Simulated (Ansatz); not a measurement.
**C2H7B (SMILES BCC): one structure at several levels**

Aim: energy, forces and dipole at a structure displaced at random from a GFN2-xTB minimum, from CCSD(T) and from density functionals.

Computed with Ansatz 0.2.0, Gaussian basis. Level: single points in def2-TZVPP.

Correlated methods freeze the cores.

## (1) Starting geometry

SMILES `BCC`, 10 atoms, charge 0, spin multiplicity 1.

Atoms are counted from 1 here; the program's logs count them from 0.

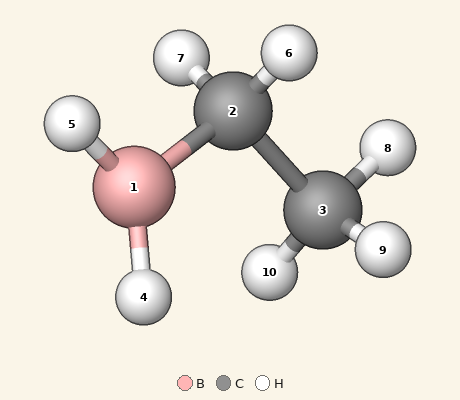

Start geometry, drawn with boron pink, carbon grey, hydrogen white; atoms are numbered from 1 in the order of the file.

As a file:

```xyz
10
charge 0, multiplicity 1
B    -0.9511    0.8058   -0.8021
C     0.4962    0.3471   -0.2391
C     0.3389   -0.9439    0.7348
H    -1.9188    0.3053   -0.3863
H    -0.9416    1.7767   -1.4333
H     0.9709    1.0287    0.2666
H     1.0674    0.1285   -1.0348
H     1.3854   -1.1639    1.0752
H    -0.0828   -0.6646    1.5780
H    -0.1180   -1.7335    0.2483
```

## (2) CCSD(T)/def2-TZVPP

File run/in.yaml:

```yaml
crystal:
  periodic: [false, false, false]
  atoms:
    - {symbol: B, position_ang: [-0.951100, 0.805800, -0.802100]}
    - {symbol: C, position_ang: [0.496200, 0.347100, -0.239100]}
    - {symbol: C, position_ang: [0.338900, -0.943900, 0.734800]}
    - {symbol: H, position_ang: [-1.918800, 0.305300, -0.386300]}
    - {symbol: H, position_ang: [-0.941600, 1.776700, -1.433300]}
    - {symbol: H, position_ang: [0.970900, 1.028700, 0.266600]}
    - {symbol: H, position_ang: [1.067400, 0.128500, -1.034800]}
    - {symbol: H, position_ang: [1.385400, -1.163900, 1.075200]}
    - {symbol: H, position_ang: [-0.082800, -0.664600, 1.578000]}
    - {symbol: H, position_ang: [-0.118000, -1.733500, 0.248300]}
basis:
  gaussian: {orbitals: def2-TZVPP}
correlation: {method: ccsd_t}
output: {forces: true}
```

The command line of these runs was not kept.

## (3) PBE0-D4/def2-TZVPP

Changes to run/in.yaml since step 2:

```diff
@@ -15,3 +15,3 @@
   gaussian: {orbitals: def2-TZVPP}
-correlation: {method: ccsd_t}
-output: {forces: true}
+hamiltonian: {xc: pbe0, dispersion: d4}
+output: {forces: true, orbitals: {seedname: orbitals}}
```

## (4) wB97M-V/def2-TZVPP

Changes to run/in.yaml since step 3:

```diff
@@ -15,3 +15,3 @@
   gaussian: {orbitals: def2-TZVPP}
-hamiltonian: {xc: pbe0, dispersion: d4}
-output: {forces: true, orbitals: {seedname: orbitals}}
+hamiltonian: {xc: {name: wB97M-V}}
+output: {forces: true}
```

## (5) r2SCAN-D4/def2-TZVPP

Changes to run/in.yaml since step 4:

```diff
@@ -15,3 +15,3 @@
   gaussian: {orbitals: def2-TZVPP}
-hamiltonian: {xc: {name: wB97M-V}}
+hamiltonian: {xc: r2scan, dispersion: d4}
 output: {forces: true}
```

## (6) PBE-D4/def2-TZVPP

Changes to run/in.yaml since step 5:

```diff
@@ -15,3 +15,3 @@
   gaussian: {orbitals: def2-TZVPP}
-hamiltonian: {xc: r2scan, dispersion: d4}
+hamiltonian: {xc: pbe, dispersion: d4}
 output: {forces: true}
```

## (7) BHLYP-D4/def2-TZVPP

Changes to run/in.yaml since step 6:

```diff
@@ -15,3 +15,3 @@
   gaussian: {orbitals: def2-TZVPP}
-hamiltonian: {xc: pbe, dispersion: d4}
+hamiltonian: {xc: {name: BHLYP}, dispersion: d4}
 output: {forces: true}
```

## (8) wB97X-V/def2-TZVPP

Changes to run/in.yaml since step 7:

```diff
@@ -15,3 +15,3 @@
   gaussian: {orbitals: def2-TZVPP}
-hamiltonian: {xc: {name: BHLYP}, dispersion: d4}
+hamiltonian: {xc: {name: wB97X-V}}
 output: {forces: true}
```

(Steps that only read results are left out.)

**Question.** What will these runs give? Wanted: energy less free atoms, CCSD(T)/def2-TZVPP; RMS force component; RMS force error; HOMO and LUMO, PBE0-D4; T1 diagnostic.

The runs gave:

| quantity | value |
| --- | --- |
| energy less free atoms, CCSD(T)/def2-TZVPP | -836.8 kcal/mol |
| RMS force component | 2.485 to 2.615 eV/Å over the methods |
| RMS force error | PBE0-D4 0.090, wB97M-V 0.061, r2SCAN-D4 0.073, PBE-D4 0.132, BHLYP-D4 0.145, wB97X-V 0.077 eV/Å |
| HOMO and LUMO, PBE0-D4 | -8.25 and -1.43 eV |
| T1 diagnostic | 0.008 |

In words: Against CCSD(T) the functionals' energies less atoms differ by -26.0 to -9.8 kcal/mol, PBE-D4 by -26.0 kcal/mol. The reference is not at the basis limit: in triple zeta CCSD(T) underbinds, which counts against methods that bind more; the gaps are no ranking. On forces the order runs from wB97M-V to BHLYP-D4. Frozen-core CCSD(T) forces in triple zeta carry basis errors of their own, and this is one geometry, so small gaps rank nothing.
